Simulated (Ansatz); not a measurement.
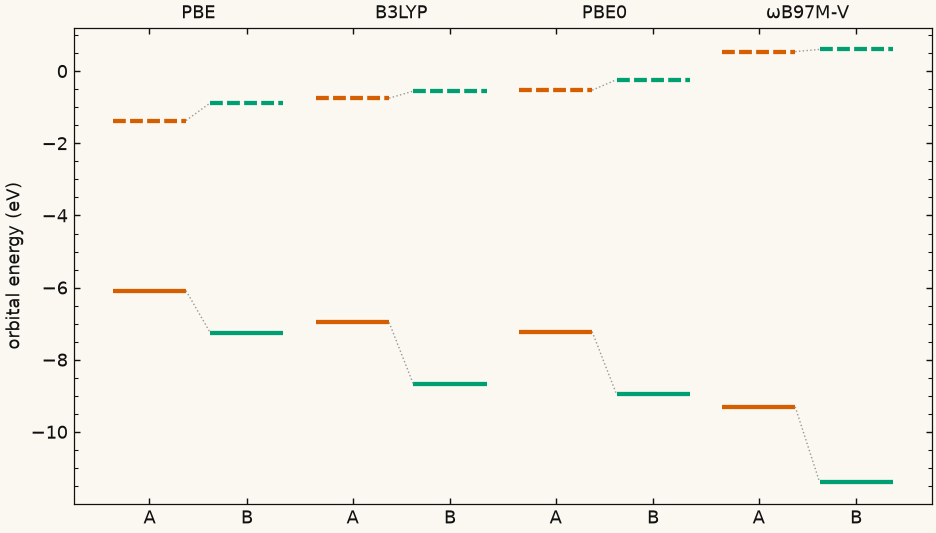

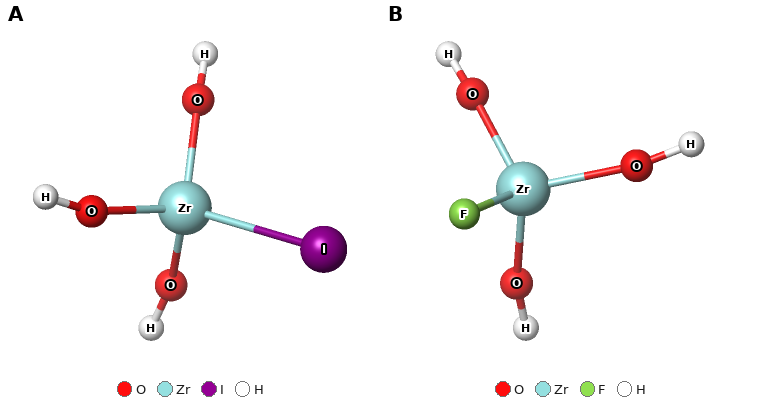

One change: A, ZrH₃O₃I (SMILES [OH][Zr]([OH])([OH])[I]), becomes B, ZrH₃O₃F (SMILES [OH][Zr]([OH])([OH])[F]). I on Zr is replaced by F. HOMO (solid) and LUMO (dashed) computed in def2-TZVPP at PBE0-D4/def2-TZVP geometries, both minima by their frequencies, gas phase, the Ansatz code. Empty levels above zero depend strongly on the basis.

### What does the change do to HOMO and LUMO?

PBE: the HOMO falls by 1.17 eV, the LUMO rises by 0.49 eV, and the separation goes from 4.72 to 6.38 eV. B3LYP: the HOMO falls by 1.72 eV, the LUMO rises by 0.20 eV, and the separation goes from 6.22 to 8.13 eV. PBE0: the HOMO falls by 1.73 eV, the LUMO rises by 0.29 eV, and the separation goes from 6.69 to 8.72 eV. ωB97M-V: the HOMO falls by 2.08 eV, the LUMO rises by 0.06 eV, and the separation goes from 9.85 to 11.99 eV.

### Do the functionals agree on the effect?

They agree on the direction for both levels; the HOMO shift lies between −2.08 and −1.17 eV and the LUMO shift between 0.06 and 0.49 eV, while the separations themselves differ by up to 5.6 eV between functionals.

Note: core potentials past krypton; spin-orbit coupling is left out, and with I it can shift these values.
